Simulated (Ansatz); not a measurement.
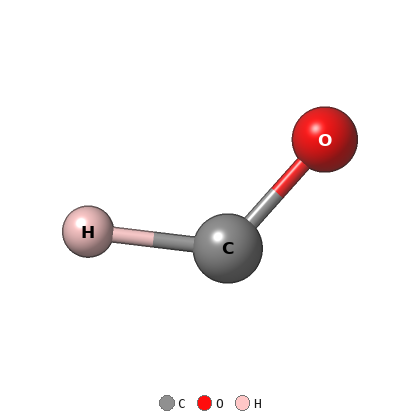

All atoms lie in one plane, which faces the viewer. The species is neutral and a spin doublet. The geometry was computed by an optimisation with PBE0-D4/def2-TZVP.

Q: List the symmetry elements and name the point group.

A: It has 1 mirror plane, so the point group is Cs. The group has 2 operations. The geometry is achiral, and symmetry allows a dipole moment.
